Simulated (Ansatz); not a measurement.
# CsH (Pm-3m): from the cell to its phonons, part 3 of 3

Aim: the vibrations of CsH (Pm-3m), their spectra, and whether the structure is stable.

Ansatz 0.2.0; DFT LDA, scalar-relativistic, plane waves, PAW.

So far, highest frequency on the path or at a solved wavevector (cm⁻¹): step 6 (response at finite wavevector) 722. The relaxed cell has a = 3.639 Å (conventional setting).

## 7. The same by displaced supercells

Finite displacements in a 2×2×2 supercell give force constants from forces alone. They are exact at the wavevectors that the supercell holds, where they check the linear-response result.

Input file input.yaml:

```yaml
crystal:
  lattice:
    - [3.6385986822, 0.0, 0.0]
    - [0.0, 3.6385986822, 0.0]
    - [0.0, 0.0, 3.6385986822]
  atoms:
    - { symbol: Cs, position: [0.0, 0.0, 0.0] }
    - { symbol: H, position: [0.5, 0.5, 0.5] }
kpoints:
  mp_grid: { grid: [8, 8, 8] }
hamiltonian:
  xc: lda
scf:
  occupations: { method: fixed }
output:
  eigenvalues: true
phonons:
  method: fd
  supercell: [2, 2, 2]
  temperatures: { t_max: 1000, t_step: 50 }
  qpath:
    path:
      - [[0.0, 0.0, 0.0], [0.0, 0.5, 0.0], [0.5, 0.5, 0.0], [0.0, 0.0, 0.0], [0.5, 0.5, 0.5], [0.0, 0.5, 0.0]]
      - [[0.5, 0.5, 0.5], [0.5, 0.5, 0.0]]
    npoints: 10
  non_analytic_term:
    high_frequency_dielectric_tensor: [[4.2015, 0.0, 0.0], [0.0, 4.2015, 0.0], [0.0, 0.0, 4.2015]]
    born_effective_charges:
      - { species: Cs, tensor: [[1.1643, 0.0, 0.0], [0.0, 1.1643, 0.0], [0.0, 0.0, 1.1643]] }
      - { species: H, tensor: [[-1.1643, 0.0, 0.0], [0.0, -1.1643, 0.0], [0.0, 0.0, -1.1643]] }
    source: "zone-centre run at this cell"
```

Started as:

```console
ansatz run input.yaml --threads 4 --pin off --max-ram 7168MiB --backend cpu --events-out ev --progress --plain --runs-dir out
```

Numbers of over 12 decimals in the logs are rounded to 6 here.

Log:

```text
[...]
Crystal: 16 atoms, lattice volume = 385.383 Å³
Basis set: ecut = 420 eV, 7497 PW (Γ)
Bands: 56, of which v1, the nominal top of the filled ones, is band 40 counted from 1 (39 counted from 0)
Symmetry: 384 space group operations
k-points: 10 of 64
[...]
SCF iter   1: F=—  HF=-44167.667536 eV  |F-HF|=—  |Δ(HF+E_count)|=         —  Δρ=9.42e-8  dr2=1.44e-11  ethr=1.00e-12  ⟨swp⟩=3.0  Hψ=1431  notcnv=0
[...]
SCF iter   2: F=-44167.667536 eV  HF=-44167.667536 eV  |F-HF|=1.46e-11  |Δ(HF+E_count)|=  7.28e-12  Δρ=4.62e-8  dr2=3.24e-12  ethr=1.00e-12  ⟨swp⟩=3.0  Hψ=1396  notcnv=0
SCF 1 converged in 2 iterations: F = -44167.667536 eV  dr2 = 3.24e-12
[...]
Symmetry: 6 space group operations
k-points: 13 of 64 (time reversal used)
[...]
SCF iter   5: F=-44167.667529 eV  HF=-44167.667529 eV  |F-HF|=2.91e-11  |Δ(HF+E_count)|=  5.09e-11  Δρ=4.13e-8  dr2=5.74e-12  ethr=1.00e-12  ⟨swp⟩=5.2  Hψ=2870  notcnv=0
SCF 2 converged in 5 iterations: F = -44167.667529 eV  dr2 = 5.74e-12
[...]
SCF iter   6: F=-44167.667533 eV  HF=-44167.667533 eV  |F-HF|=7.28e-12  |Δ(HF+E_count)|=  2.18e-11  Δρ=1.38e-8  dr2=1.02e-12  ethr=1.00e-12  ⟨swp⟩=5.0  Hψ=2812  notcnv=0
SCF 3 converged in 6 iterations: F = -44167.667533 eV  dr2 = 1.02e-12
SCF converged after 2 iterations
Free energy (F): -44167.667536 eV
[...]
Internal energy: -44167.667536 eV  (E = F + TS)
E sigma→0 (E₀):  -44167.667536 eV
Fermi energy:    5.325282 eV
[...]
--- Band table (eV; the first three rows and the last of 10) ---
  k-point 0: bands = [... 36 lower, 5.3055, 5.3055, 5.3055, 5.3253, 7.7450, 7.7450, 7.7450, 8.0088, ... 12 higher]
  k-point 1: bands = [... 36 lower, 4.9004, 4.9317, 5.0883, 5.0883, 8.0965, 8.0965, 8.4052, 8.4052, ... 12 higher]
  k-point 2: bands = [... 36 lower, 4.5452, 4.5452, 4.5452, 4.5452, 8.8623, 8.8623, 9.0362, 9.0362, ... 12 higher]
  k-point 9: bands = [... 36 lower, 4.6339, 4.6339, 4.6339, 4.6339, 10.0861, 10.0861, 10.0861, 10.0861, ... 12 higher]
--- Phonons: 2 displaced members + reference (amplitude 0.0025 Å, Σ member SCF iterations 11) ---
  symmetry images taken by strict's conditions (phonons.symmetry_images: auto; settled by no image being taken that strict refuses)
  ASR residual: 5.537e-5 → 0.000e0 eV/Å²; symmetrization residual: 4.731e-5 eV/Å²
  largest component of a force at the reference: 2.1e-29 eV/Å
  ASR residual per site (eV/Å²): 5.54e-5 5.39e-6
  Γ frequencies (cm⁻¹): 0.00 0.00 0.00 416.07 416.07 416.07
[...]
```

Wall time 7.6 s (4 threads of Intel Xeon 6975P-C (Granite Rapids), shared host); peak memory 0.99 GiB.

This step gave:

| Item | Value |
| --- | --- |
| atoms in the supercell | 16 |
| sum-rule residual before enforcement | 5.54e-5 eV/Å² |
| highest frequency on the path or at a solved wavevector | 722.2 cm⁻¹ |

Interpolated from a 2×2×2 supercell, rough between the solved points, with the LO-TO term (at Γ the limit along the path; where Γ stands inside the path, tables give the limit on arrival). The phonon branches at the labelled points (cm⁻¹):

```
    point  branch 1  branch 2  branch 3  branch 4  branch 5  branch 6
        Γ         0         0         0       416       416       709
        X        32        32        96       498       498       722
        M        28        86        86       404       493       493
        Γ         0         0         0       416       416       709
        R        80        80        80       572       572       572
        X        32        32        96       498       498       722
jump to R        80        80        80       572       572       572
        M        28        86        86       404       493       493
```

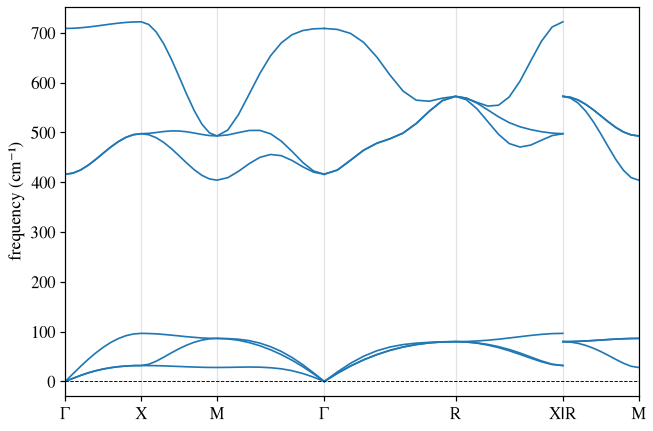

Phonon branches along the path.

The phonon density of states has structure finer than the step of the table below, so its rows give means over 25 cm⁻¹, whole bins alone (the curve runs from 5 to 725 cm⁻¹). Peaks (cm⁻¹: height): 35.0: 0.0488, 85.0: 0.0671, 465.0: 0.0266, 505.0: 0.0415.

Tetrahedra on a 18×18×18 mesh, mean over bins of 10 cm-1. Interpolated from a 2×2×2 supercell, rough between the solved points. The phonon density of states by wavenumber; means over each step:

```
wavenumber (cm⁻¹)  phonon density of states (1/cm⁻¹/cell)
               25                                  0.0212
               50                                  0.0360
               75                                  0.0484
              100                                  0.0139
              125                                       0
              150                                       0
              175                                       0
              200                                       0
              225                                       0
              250                                       0
              275                                       0
              300                                       0
              325                                       0
              350                                       0
              375                                       0
              400                                  3.1e-4
              425                                 0.00396
              450                                  0.0148
              475                                  0.0225
              500                                  0.0272
              525                                  0.0115
              550                                 0.00917
              575                                 0.00621
              600                                 0.00447
              625                                 0.00433
              650                                 0.00444
              675                                 0.00487
              700                                 0.00537
```

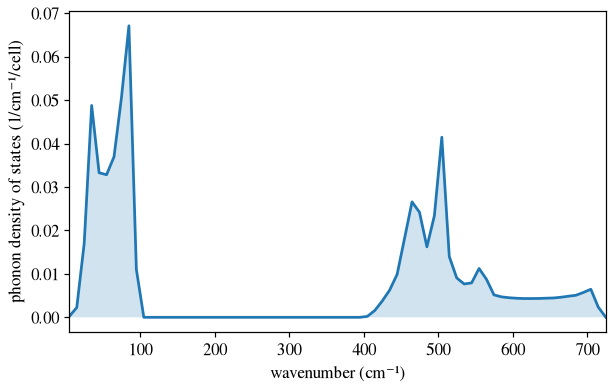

Phonon density of states, plotted against wavenumber.

At Γ the two methods differ by at most 0.0 cm⁻¹.

## 8. Results

```
space group after relaxation (within 0.01 Å)            : Pm-3m
volume per atom                                         : 24.1 Å³
gap on the k-mesh                                       : 2.42 eV
highest optical mode at the zone centre (no LO-TO term) : 416 cm⁻¹
top of the zone-centre spectrum with the field          : 709 cm⁻¹
lowest optical zone-centre mode                         : 416 cm⁻¹
mean high-frequency dielectric constant                 : 4.20
mean static dielectric constant                         : 12.2
largest Born charge (third of the trace)                : 1.16 e
lowest mode on the q mesh (acoustic modes at Γ apart)   : 26.1 cm⁻¹
highest frequency on the path or at a solved wavevector : 722 cm⁻¹
zero-point energy per atom                              : 54.8 meV
heat capacity at 300 K                                  : 19.9 J/(mol atoms K)
vibrational entropy at 300 K                            : 32.4 J/(mol atoms K)
Debye temperature (second moment)                       : 705 K
imaginary modes on the 4×4×4 q mesh                     : none
```

The structure is a minimum as far as tested: no mode is imaginary at the 10 irreducible wavevectors of the 4×4×4 mesh, and the softest away from the acoustic zeros lies at 26 cm⁻¹. Without the field, the optical modes at Γ form one degenerate level at 416 cm⁻¹. The highest mode in this list at Γ, 416.1 cm⁻¹, is mostly motion of H (99 % of the kinetic energy). With the macroscopic field of the longitudinal modes the top of the zone-centre spectrum lies at 709 cm⁻¹, against 416 cm⁻¹ without it. Lattice motion raises the mean dielectric constant from 4.202 to 12.20. The strongest infrared line is at 416 cm⁻¹. On the path and the mesh, the widest gap between branches runs from 96 to 404 cm⁻¹. Finite displacements and linear response differ by 0.0 cm⁻¹ in the highest zone-centre mode. With the field response the log warns that the k mesh is coarse for the force constants too, so the frequencies may not be converged. Spin-orbit coupling is left out, which can matter for the heavy elements here. These are harmonic frequencies at zero temperature: anharmonic shifts, linewidths and thermal expansion are left out.

[Logs are printed without paths, hosts, clocks, repeated set-up lines and the standing remarks that a program may print on its own settings, such as how far it seeks lower states.]

[Hosts, paths, dates, database ids (printed as entryN), source tags and the programs' standing remarks are cut or masked in the printed files.]
